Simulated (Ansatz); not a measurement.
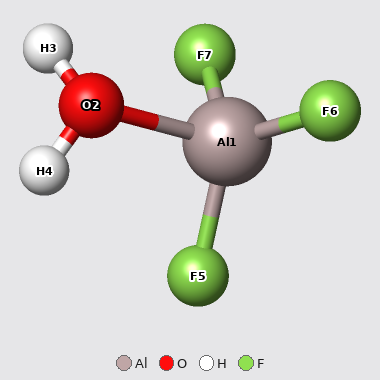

The system is Al(H2O)F3; the picture shows the reference structure. The first coordinate is: umbrella angle at O2 (between each of its bonds and their common axis; 90 is planar); the second: change of the bonds O2–Al1, O2–H3, O2–H4, all alike. Nothing is relaxed (all other coordinates rigid). The grid has 11 × 11 points. Points are written as (first, second). All energies are given in kJ/mol relative to the lowest grid point. All numbers below come from RKS r2SCAN-D4/def2-TZVP (Ansatz).

Its coordinates:

| atom | x (Å) | y (Å) | z (Å) |
| --- | --- | --- | --- |
| Al | -0.0061 | 0.0090 | -0.8312 |
| O | -0.1565 | 0.2623 | 1.0820 |
| H | -0.6328 | -0.4660 | 1.5059 |
| H | 0.7107 | 0.3402 | 1.5049 |
| F | 1.6500 | 0.0089 | -0.8806 |
| F | -0.7792 | 1.2975 | -1.5024 |
| F | -0.7861 | -1.4520 | -0.8786 |

Range: umbrella angle at O2 (between each of its bonds and their common axis; 90 is planar) from 59.7 to 120.3°; change of the bonds O2–Al1, O2–H3, O2–H4, all alike from −0.142 to 0.219 Å.

### What landscape does the calculation give?

The lowest grid point is at (108.2°, 0.003 Å). The highest grid point, (59.7°, −0.142 Å), lies 206 kJ/mol above the lowest.

| second ↓, first → | 59.7 | 65.8 | 71.8 | 77.9 | 83.9 | 90.0 | 96.1 | 102.1 | 108.2 | 114.2 | 120.3 |
| --- | --- | --- | --- | --- | --- | --- | --- | --- | --- | --- | --- |
| 0.219 | 166 | 162 | 167 | 175 | 181 | 184 | 181 | 173 | 163 | 156 | 155 |
| 0.183 | 128 | 123 | 126 | 133 | 139 | 141 | 138 | 131 | 122 | 116 | 118 |
| 0.147 | 95 | 88 | 89 | 95 | 100 | 102 | 99 | 92 | 85 | 80 | 84 |
| 0.111 | 66 | 57 | 57 | 61 | 65 | 67 | 64 | 58 | 52 | 49 | 55 |
| 0.075 | 45 | 33 | 31 | 33 | 37 | 38 | 36 | 31 | 26 | 25 | 33 |
| 0.039 | 32 | 17 | 13 | 14 | 17 | 18 | 15 | 11 | 7 | 8 | 19 |
| 0.003 | 30 | 12 | 6 | 5 | 7 | 7 | 5 | 2 | 0 | 3 | 17 |
| −0.034 | 42 | 21 | 13 | 11 | 11 | 11 | 9 | 7 | 7 | 12 | 29 |
| −0.070 | 73 | 48 | 37 | 33 | 32 | 32 | 31 | 29 | 31 | 39 | 59 |
| −0.106 | 126 | 98 | 83 | 77 | 75 | 74 | 73 | 73 | 77 | 87 | 111 |
| −0.142 | 206 | 174 | 157 | 149 | 146 | 145 | 144 | 145 | 150 | 164 | 191 |

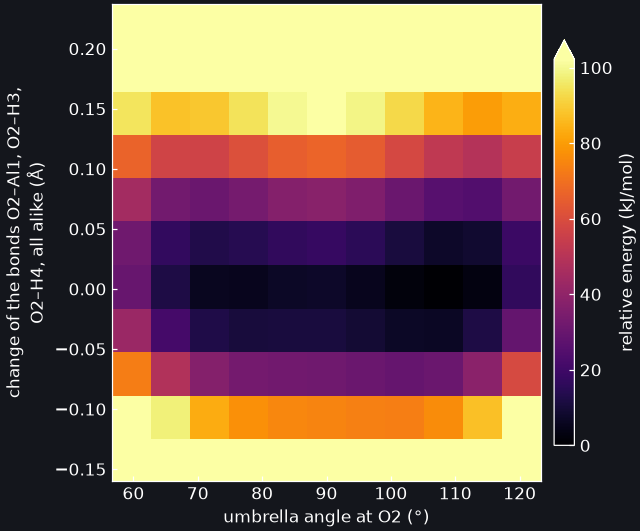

The picture shows one coloured cell a grid point, one colour for all values above the top of the scale.

Each point was launched as `ansatz run input.yaml --threads 1 --pin off --max-ram 2560MiB --backend cpu --events-out ev --progress --plain --runs-dir out`. Time for the 121 points that were run: 7.7 min on 1 thread of Intel(R) Xeon(R) 6975P-C (Granite Rapids), with other jobs on the host.
